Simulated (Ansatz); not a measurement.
# AlBH7NO2: what the fields show

The calculation's input:

```
crystal:
  periodic: [false, false, false]
  atoms:
    - { symbol: B, position_ang: [-0.07551, -0.097028, -0.140034] }
    - { symbol: H, position_ang: [-0.375348, -0.920704, 0.664244] }
    - { symbol: "N", position_ang: [1.249034, 0.523665, -0.042156] }
    - { symbol: H, position_ang: [1.997595, -0.069692, 0.265462] }
    - { symbol: H, position_ang: [1.539224, 1.057199, -0.84184] }
    - { symbol: O, position_ang: [-0.880873, 0.32393, -1.133003] }
    - { symbol: H, position_ang: [-1.778549, 0.020025, -1.046419] }
    - { symbol: O, position_ang: [-0.54693, 1.13295, 2.106871] }
    - { symbol: Al, position_ang: [1.005529, 1.804526, 1.677828] }
    - { symbol: H, position_ang: [2.273974, 1.301041, 2.510564] }
    - { symbol: H, position_ang: [0.974626, 3.279086, 1.091972] }
    - { symbol: H, position_ang: [-0.588273, 0.164602, 2.187411] }
basis:
  gaussian: { orbitals: "6-31G*" }
hamiltonian:
  xc: hf
relax:
  f_tol: 0.03
  max_steps: 50
output:
  orbitals: {}
```

Launched as:

```sh
ansatz run input.yaml --threads 1 --pin off --max-ram 2048MiB --backend cpu --events-out ev --progress --plain --runs-dir out
```

The fields are those of the run's last geometry, not of the input's.

Level of theory: Ansatz 0.2.0, RHF/6-31G*.

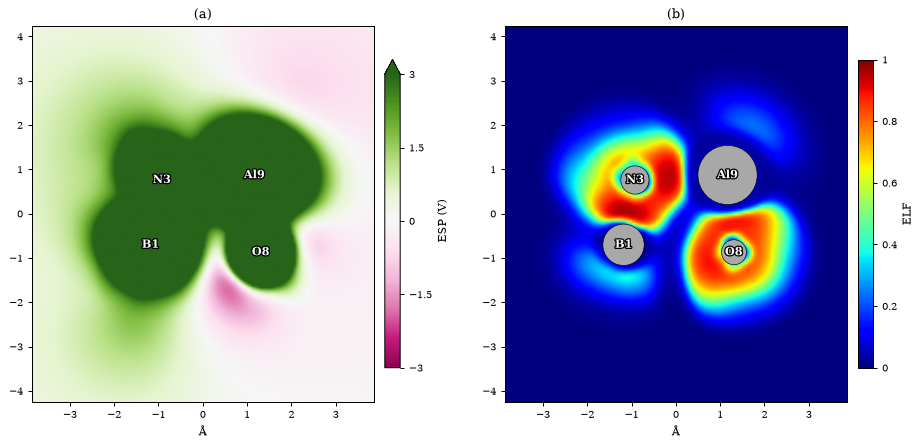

Figure 1. (a) molecular electrostatic potential; (b) electron localisation function on the plane of atoms N3, Al9 and O8. Grey discs cover the atomic cores in the ELF map.

Question: Interpret the plot.

Answer:
- The section cuts through B, N, O and Al sites.
- B–N (1.49 Å): the ELF peaks at about 0.95 between the atoms; a polar covalent bond.
- Al–O (1.75 Å): the ELF peaks at about 0.90 in the valence shell of O, 0.7 Å from its nucleus, and is about 0.40 at the midpoint.
- Al–N (2.09 Å): the ELF peaks at about 0.95 in the valence shell of N, 0.8 Å from its nucleus, and is about 0.75 at the midpoint.
- Outside the dense part of the molecule the potential is most negative (−1.8 V) near O8.

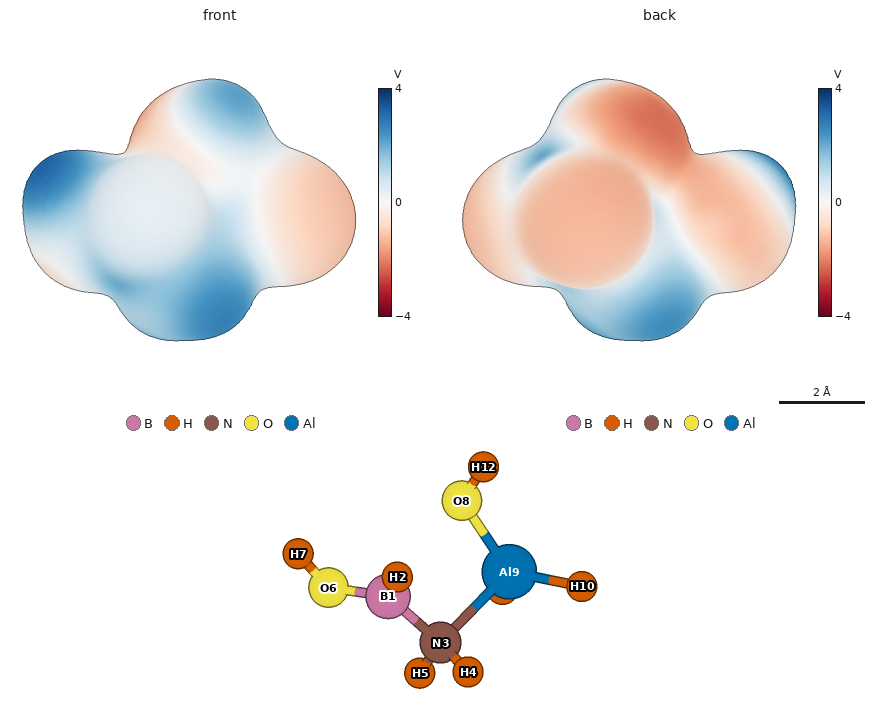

Figure 2. The electrostatic potential painted on the density surface at 0.002 e/bohr³, seen from the front and from behind; the colour scale runs from red (negative) to blue (positive). The bare structure is drawn below in the same view.

Question: Where is the surface potential most negative and most positive?

Answer: The most negative region (about −2.2 V) lies over O8, the most positive (about +3.1 V) over H7. O8 is the likeliest acceptor of a hydrogen bond.

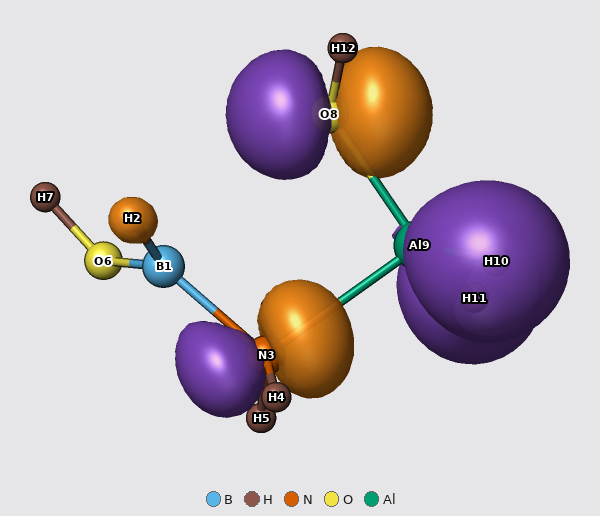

Figure 3. The HOMO−1 at ±0.15 Å⁻³ᐟ² (orange and purple are the two phases), seen across its widest extent.

Question: Where does this orbital lie, and at what energy?

Answer: By Hirshfeld shares it lies mainly on O8 (about 25 %), Al9 (about 25 %), H10 (about 20 %), H11 (about 15 %) and N3 (about 10 %). Its energy is −11.70 eV.
